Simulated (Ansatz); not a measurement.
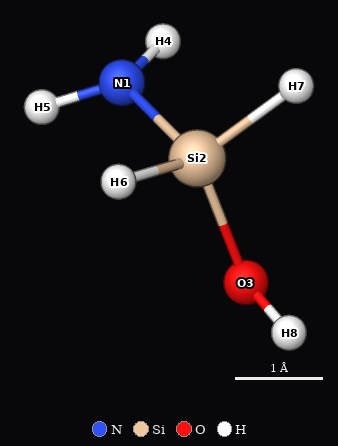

The input geometry (ball-and-stick view, seen at a tilt; atoms are numbered from 1 in the order of the input). Bond lengths as drawn: H–N 1.01 Å, H–O 0.96 Å, H–Si 1.48 Å, N–Si 1.71 Å and O–Si 1.66 Å.

**SiNH5O: nudged elastic band**

- system: SiNH5O, SMILES N[SiH2]O
- method: RKS B3LYP-D4/def2-TZVP (Ansatz 0.2.0)

It belongs to a series of runs on one base structure; here: band between the two ends. Figures and captions count atoms from 1; the log counts them from 0 in places.

**Input file**
```yaml
crystal:
  periodic: [false, false, false]
  atoms:
    - { symbol: "N", position_ang: [-0.862563, 0.692192, -0.762347] }
    - { symbol: Si, position_ang: [0.453213, 0.091165, 0.141009] }
    - { symbol: O, position_ang: [0.128924, -1.409419, 0.76348] }
    - { symbol: H, position_ang: [-1.068667, 0.332959, -1.680926] }
    - { symbol: H, position_ang: [-1.695871, 1.028172, -0.306208] }
    - { symbol: H, position_ang: [0.71438, 1.037871, 1.251235] }
    - { symbol: H, position_ang: [1.623691, 0.007761, -0.764435] }
    - { symbol: H, position_ang: [0.799093, -1.837902, 1.302392] }
basis:
  gaussian: { orbitals: def2-TZVP }
hamiltonian:
  xc: b3lyp
  dispersion: d4
neb:
  order_check: false
  images: 5
  f_tol: 0.05
  max_iterations: 60
  final_atoms:
    - { symbol: "N", position_ang: [-0.87241945, 0.53759543, -0.68152632] }
    - { symbol: Si, position_ang: [0.58517955, 0.11235167, 0.10325793] }
    - { symbol: O, position_ang: [0.69087644, -1.44661188, 0.64541768] }
    - { symbol: H, position_ang: [-1.16332511, 0.1638119, -1.56936946] }
    - { symbol: H, position_ang: [-1.60198269, 1.05990792, -0.22729376] }
    - { symbol: H, position_ang: [0.69949213, 1.06640889, 1.23157284] }
    - { symbol: H, position_ang: [1.7201411, 0.20229298, -0.83389026] }
    - { symbol: H, position_ang: [0.03423803, -1.75295791, 1.27603135] }
  initial_path:
    images:
      - { positions_ang: [[-0.862563, 0.692192, -0.762347], [0.453213, 0.091165, 0.141009], [0.128924, -1.409419, 0.76348], [-1.068667, 0.332959, -1.680926], [-1.695871, 1.028172, -0.306208], [0.71438, 1.037871, 1.251235], [1.623691, 0.007761, -0.764435], [0.799093, -1.837902, 1.302392]] }
      - { positions_ang: [[-0.83463764, 0.69895817, -0.74148356], [0.49142897, 0.12141858, 0.10610138], [0.13123217, -1.39446153, 0.64648692], [-1.03620044, 0.271034, -1.61522219], [-1.66238572, 0.89402756, -0.22626698], [0.75219648, 1.01621823, 1.2557346], [1.65098884, 0.06900319, -0.81976365], [0.59957734, -1.73339919, 1.33861348]] }
      - { positions_ang: [[-0.80671228, 0.70572433, -0.72062012], [0.52964494, 0.15167216, 0.07119376], [0.13354033, -1.37950406, 0.52949385], [-1.00373387, 0.20910899, -1.54951839], [-1.62890044, 0.75988312, -0.14632595], [0.79001295, 0.99456547, 1.2602342], [1.67828669, 0.13024539, -0.8750923], [0.40006167, -1.62889639, 1.37483496]] }
      - { positions_ang: [[-0.77878692, 0.7124905, -0.69975668], [0.56786091, 0.18192574, 0.03628614], [0.1358485, -1.3645466, 0.41250077], [-0.97126731, 0.14718399, -1.48381458], [-1.59541516, 0.62573868, -0.06638493], [0.82782943, 0.9729127, 1.2647338], [1.70558453, 0.19148758, -0.93042095], [0.20054601, -1.52439358, 1.41105643]] }
      - { positions_ang: [[-0.80999776, 0.65419214, -0.6936799], [0.57363379, 0.15873438, 0.05861007], [0.32085781, -1.39190169, 0.49013974], [-1.03528657, 0.15272663, -1.51233287], [-1.59760434, 0.77046176, -0.12002121], [0.78505033, 1.00407809, 1.25368014], [1.71043672, 0.19508938, -0.89824406], [0.14511002, -1.60058169, 1.36604807]] }
      - { positions_ang: [[-0.84120861, 0.59589378, -0.68760311], [0.57940667, 0.13554303, 0.080934], [0.50586713, -1.41925678, 0.56777871], [-1.09930584, 0.15826926, -1.54085117], [-1.59979351, 0.91518484, -0.17365749], [0.74227123, 1.03524349, 1.24262649], [1.71528891, 0.19869118, -0.86606716], [0.08967402, -1.6767698, 1.32103971]] }
      - { positions_ang: [[-0.87241945, 0.53759543, -0.68152632], [0.58517955, 0.11235167, 0.10325793], [0.69087644, -1.44661188, 0.64541768], [-1.16332511, 0.1638119, -1.56936946], [-1.60198269, 1.05990792, -0.22729376], [0.69949213, 1.06640889, 1.23157284], [1.7201411, 0.20229298, -0.83389026], [0.03423803, -1.75295791, 1.27603135]] }
```

Launch command:
```bash
ansatz run input.yaml --threads 2 --pin off --max-ram 3072MiB --backend cpu --events-out ev --progress --plain --runs-dir out
```

**Log**
```
Engine: ansatz 0.2.0, aarch64-unknown-linux-gnu
Functional definition: B3LYP
  parameter a0 = 0.2
  parameter ax = 0.72
  parameter ac = 0.81
  exchange = (1 - a0 - ax)*slater_x + ax*b88_x + a0*exact_x
  correlation = (1 - ac)*vwn_rpa_c + ac*lyp_c
787 factors; their error is unknown
mean field evaluation 1: about -11489.5379 eV, gradient 8.2e1 eV
mean field evaluation 2: about -11467.0966 eV, gradient 1.3e2 eV
mean field evaluation 4: about -11500.6681 eV, gradient 6.7e0 eV
mean field evaluation 8: about -11500.7478 eV, gradient 4.3e-2 eV
mean field evaluation 16: about -11500.7764 eV, gradient 4.8e-5 eV
mean field -11500.77641197 eV, -422.6457376338 hartree, gradient 4.8e-5 eV, S^2 0.000000; 0 other end points of the search recorded, 0 dependent functions left out
the calculation of the forces begins
reference -11500.77664156 eV, -422.6457460710 hartree; 17, 17 occupied and 112, 112 virtual orbitals, 787 factors
787 factors; their error is unknown
mean field evaluation 32: about -11500.8034 eV, gradient 4.0e-5 eV
mean field -11500.80343776 eV, -422.6467308131 hartree, gradient 4.0e-5 eV, S^2 0.000000; 0 other end points of the search recorded, 0 dependent functions left out
[... from here on the field's lines of each further geometry are left out, up to the last ...]
NEB iter   1: max|band force component| = 3.375e0 eV/Å  barrier→ = 0.5956 eV  barrier← = 0.6223 eV  Δτ_max = 0.1426 Å  (176 SCF iters)
NEB iter   2: max|band force component| = 1.233e0 eV/Å  barrier→ = 0.1686 eV  barrier← = 0.1952 eV  Δτ_max = 0.1565 Å  (146 SCF iters)
NEB iter   3: max|band force component| = 5.506e-1 eV/Å  barrier→ = 0.0386 eV  barrier← = 0.0652 eV  Δτ_max = 0.0827 Å  (147 SCF iters)
NEB iter   4: max|band force component| = 2.094e-1 eV/Å  barrier→ = 0.0125 eV  barrier← = 0.0391 eV  CI = image 3  Δτ_max = 0.1120 Å  (148 SCF iters)
NEB iter   5: max|band force component| = 2.205e-1 eV/Å  barrier→ = 0.0075 eV  barrier← = 0.0341 eV  CI = image 3  Δτ_max = 0.0500 Å  (145 SCF iters)
NEB iter   6: max|band force component| = 1.128e-1 eV/Å  barrier→ = 0.0031 eV  barrier← = 0.0298 eV  CI = image 3  Δτ_max = 0.0562 Å  (149 SCF iters)
NEB iter   7: max|band force component| = 5.804e-2 eV/Å  barrier→ = 0.0021 eV  barrier← = 0.0287 eV  CI = image 3  Δτ_max = 0.0161 Å  (148 SCF iters)
the calculation of the forces begins
reference -11500.79870989 eV, -422.6465570672 hartree; 17, 17 occupied and 112, 112 virtual orbitals, 787 factors
787 factors; their error is unknown
mean field -11500.77495190 eV, -422.6456839771 hartree, gradient 6.4e-5 eV, S^2 0.000000; 1 other end points of the search recorded, 0 dependent functions left out
the calculation of the forces begins
reference -11500.77518046 eV, -422.6456923764 hartree; 17, 17 occupied and 112, 112 virtual orbitals, 787 factors
NEB iter   8: max|band force component| = 4.400e-2 eV/Å  barrier→ = 0.0019 eV  barrier← = 0.0285 eV  CI = image 3  Δτ_max = 0.0000 Å  (287 SCF iters)
```

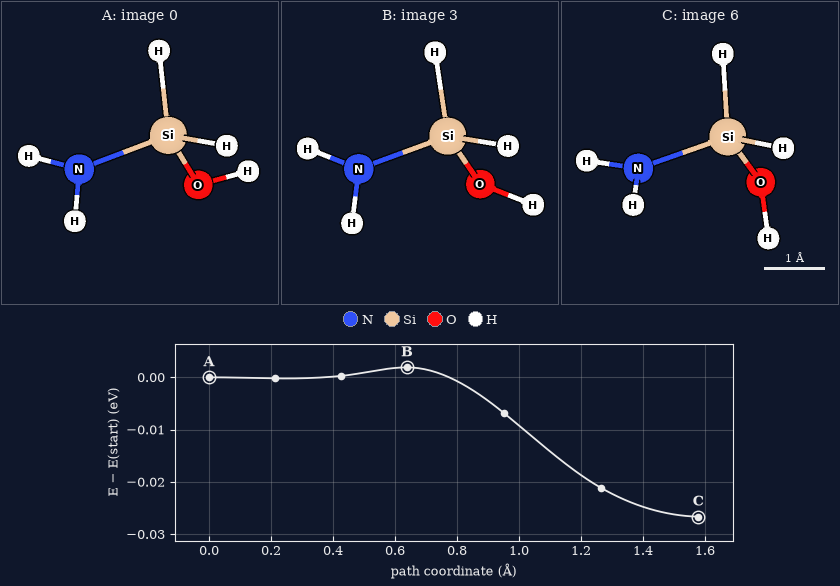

Images of the last band (counted from 0; ball-and-stick, seen at a tilt) above the energy along the path; the line is a cubic interpolation that uses the forces. The highest image is number 3, 0.002 eV above the start and 0.029 eV above the end (the climbing image); the end lies 0.027 eV below the start. The path is 1.58 Å long. The band converged in 8 iterations.

```
Total energy: -11500.95991602 eV, -422.6524812832 hartree
Atom 0 at    -0.870099     0.677274    -0.731237 Å, force    -0.015601     0.010572     0.019469 eV/Å
Atom 1 at     0.498174     0.063113     0.084432 Å, force    -0.007485    -0.002144    -0.017683 eV/Å
Atom 2 at     0.320712    -1.486481     0.641921 Å, force     0.004473    -0.009766     0.015121 eV/Å
Atom 3 at    -1.014214     0.494969    -1.711005 Å, force     0.002159    -0.005623    -0.010265 eV/Å
Atom 4 at    -1.743026     0.843754    -0.256004 Å, force    -0.003168     0.003270    -0.008022 eV/Å
Atom 5 at     0.781046     0.921958     1.260588 Å, force     0.013003    -0.000677    -0.006433 eV/Å
Atom 6 at     1.593496     0.087409    -0.907799 Å, force     0.008576     0.007796     0.012863 eV/Å
Atom 7 at     0.526113    -1.659197     1.563304 Å, force    -0.001958    -0.003427    -0.005050 eV/Å
Dipole moment:    -0.175325     0.041062     0.141582 e Å
this run last wrote the band of iteration 8 to [file]
```

**The last band as extended XYZ (Å, eV, eV/Å)**
```
8
Properties=species:S:1:pos:R:3:forces:R:3 image=0 energy=-11500.96158
N    -0.8626    0.6922   -0.7623    0.0000  -0.0002  -0.0005
Si    0.4532    0.0912    0.1410   -0.0005   0.0016  -0.0009
O     0.1289   -1.4094    0.7635   -0.0018   0.0010  -0.0011
H    -1.0687    0.3330   -1.6809    0.0000   0.0004   0.0012
H    -1.6959    1.0282   -0.3062    0.0010  -0.0009  -0.0004
H     0.7144    1.0379    1.2512    0.0003  -0.0007  -0.0007
H     1.6237    0.0078   -0.7644   -0.0008   0.0004   0.0008
H     0.7991   -1.8379    1.3024    0.0017  -0.0017   0.0017
8
Properties=species:S:1:pos:R:3:forces:R:3 image=1 energy=-11500.96179
N    -0.8679    0.6921   -0.7516   -0.0015   0.0023  -0.0039
Si    0.4627    0.0802    0.1220   -0.0007   0.0007   0.0054
O     0.1551   -1.4298    0.7299   -0.0001  -0.0022  -0.0014
H    -1.0300    0.4155   -1.7065    0.0009  -0.0014  -0.0019
H    -1.7287    0.9436   -0.2921    0.0005  -0.0010   0.0024
H     0.7536    0.9919    1.2548    0.0027   0.0006  -0.0010
H     1.6057    0.0274   -0.8188   -0.0011   0.0015  -0.0005
H     0.7417   -1.7780    1.4064   -0.0006  -0.0005   0.0009
8
Properties=species:S:1:pos:R:3:forces:R:3 image=2 energy=-11500.96132
N    -0.8733    0.6822   -0.7407    0.0005   0.0068  -0.0251
Si    0.4756    0.0674    0.1009    0.0060   0.0090   0.0444
O     0.2107   -1.4565    0.6934   -0.0045  -0.0127  -0.0083
H    -1.0030    0.4898   -1.7203   -0.0042  -0.0032  -0.0130
H    -1.7503    0.8696   -0.2821   -0.0053  -0.0027   0.0079
H     0.7781    0.9460    1.2574    0.0130   0.0058  -0.0042
H     1.5947    0.0541   -0.8682   -0.0093  -0.0003  -0.0002
H     0.6596   -1.7097    1.5037    0.0038  -0.0026  -0.0015
8
Properties=species:S:1:pos:R:3:forces:R:3 image=3 energy=-11500.95969
N    -0.8701    0.6773   -0.7312   -0.0156   0.0106   0.0195
Si    0.4982    0.0631    0.0844   -0.0075  -0.0021  -0.0177
O     0.3207   -1.4865    0.6419    0.0045  -0.0098   0.0151
H    -1.0142    0.4950   -1.7110    0.0022  -0.0056  -0.0103
H    -1.7430    0.8438   -0.2560   -0.0032   0.0033  -0.0080
H     0.7810    0.9220    1.2606    0.0130  -0.0007  -0.0064
H     1.5935    0.0874   -0.9078    0.0086   0.0078   0.0129
H     0.5261   -1.6592    1.5633   -0.0020  -0.0034  -0.0050
8
Properties=species:S:1:pos:R:3:forces:R:3 image=4 energy=-11500.96844
N    -0.8657    0.6524   -0.7194   -0.0050   0.0062   0.0305
Si    0.5312    0.0735    0.0797    0.0134  -0.0008  -0.0323
O     0.5047   -1.4943    0.6110    0.0297  -0.0136   0.0027
H    -1.0527    0.4192   -1.6815   -0.0031  -0.0162   0.0031
H    -1.7128    0.8825   -0.2251   -0.0016   0.0106  -0.0026
H     0.7557    0.9465    1.2572   -0.0053   0.0019  -0.0055
H     1.6208    0.1258   -0.9128    0.0081   0.0117   0.0019
H     0.3111   -1.6628    1.5352   -0.0362   0.0002   0.0021
8
Properties=species:S:1:pos:R:3:forces:R:3 image=5 energy=-11500.98274
N    -0.8632    0.6054   -0.7056   -0.0015   0.0005   0.0013
Si    0.5636    0.0933    0.0865    0.0026   0.0009   0.0088
O     0.6256   -1.4712    0.6238    0.0186   0.0035  -0.0063
H    -1.1045    0.2990   -1.6342   -0.0072  -0.0166   0.0027
H    -1.6656    0.9515   -0.2059    0.0025   0.0095   0.0019
H     0.7249    1.0051    1.2440    0.0031   0.0075  -0.0028
H     1.6710    0.1621   -0.8837    0.0032   0.0017   0.0026
H     0.1403   -1.7024    1.4192   -0.0213  -0.0069  -0.0082
8
Properties=species:S:1:pos:R:3:forces:R:3 image=6 energy=-11500.98823
N    -0.8724    0.5376   -0.6815   -0.0104   0.0099   0.0027
Si    0.5852    0.1124    0.1033    0.0029   0.0004  -0.0016
O     0.6909   -1.4466    0.6454    0.0054  -0.0053  -0.0060
H    -1.1633    0.1638   -1.5694    0.0007  -0.0065  -0.0038
H    -1.6020    1.0599   -0.2273    0.0033  -0.0014   0.0015
H     0.6995    1.0664    1.2316   -0.0034   0.0061   0.0067
H     1.7201    0.2023   -0.8339    0.0036  -0.0062  -0.0001
H     0.0342   -1.7530    1.2760   -0.0022   0.0030   0.0007
```

**Key numbers**

```csv
quantity,value
outcome,converged
"barrier, forward",0.002 eV
"barrier, backward",0.029 eV
hardware,"2 threads of Arm Neoverse V1, 24 GiB of memory available, shared host"
wall time,85 s (CPU time 2.8 min)
peak memory,0.21 GiB
```

The order of the saddle point was not checked.
